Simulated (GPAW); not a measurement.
Band structure of SiO2 (P4_2/mnm, 6 atoms in the cell).

```yaml
crystal:
  lattice:
    - [4.22222, 0.00000, 0.00000]
    - [0.00000, 4.22222, 0.00000]
    - [0.00000, 0.00000, 2.69697]
  atoms:
    - { symbol: Si, position: [0.00000, 0.00000, 0.00000] }
    - { symbol: Si, position: [0.50000, 0.50000, 0.50000] }
    - { symbol: O, position: [0.30600, 0.30600, 0.00000] }
    - { symbol: O, position: [0.80600, 0.19400, 0.50000] }
    - { symbol: O, position: [0.19400, 0.80600, 0.50000] }
    - { symbol: O, position: [0.69400, 0.69400, 0.00000] }
```

Level of theory: PBE, GPAW PAW datasets PBE (gpaw-data 1.0.1) (plane waves; GPAW).

Settings: mode = pw; ecut = 950 eV; xc = PBE; kpts = 5 5 8; mesh shift (steps) = 0 0 0; occupations.name = fermi-dirac; occupations.width = 0.05 eV; nbands = -6; convergence.bands = -4; symmetry.symmorphic = false; symmetry.tolerance = 0.0005; maxiter = 150; bandpath_npoints = 40.

The starting cell has typed, rounded lattice constants, without a prior relaxation at this level. Its lattice was rescaled by a random factor within 2.5 % of one.

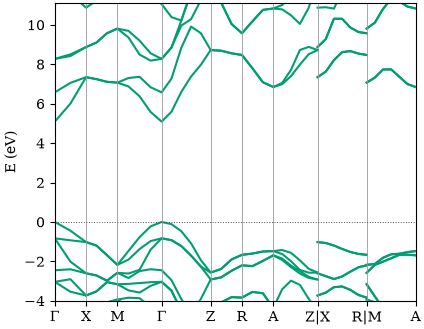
Figure. Bands along the path, energies from the top of the valence band on the SCF mesh.

**Question.** Read off roughly the gap and where its edges lie.

**Answer.** The gap along the path is about 5.1 eV (computed: 5.09 eV), direct at Γ to within 0.01 eV.

Levels in eV from the top of the valence band on the SCF mesh, bands 13 to 20:
```csv
point,13,14,15,16,17,18,19,20
Γ,-2.45,-0.83,-0.83,0.00,5.09,6.57,8.27,8.27
X,-2.61,-2.61,-1.02,-1.02,7.34,7.34,8.87,8.87
M,-2.58,-2.58,-2.18,-2.18,7.07,7.07,9.81,9.81
Z,-2.92,-2.92,-2.57,-2.57,8.72,8.72,12.39,12.39
R,-2.20,-2.20,-1.67,-1.67,8.47,8.47,9.57,9.57
A,-1.69,-1.69,-1.48,-1.48,6.85,6.85,10.83,10.83
```
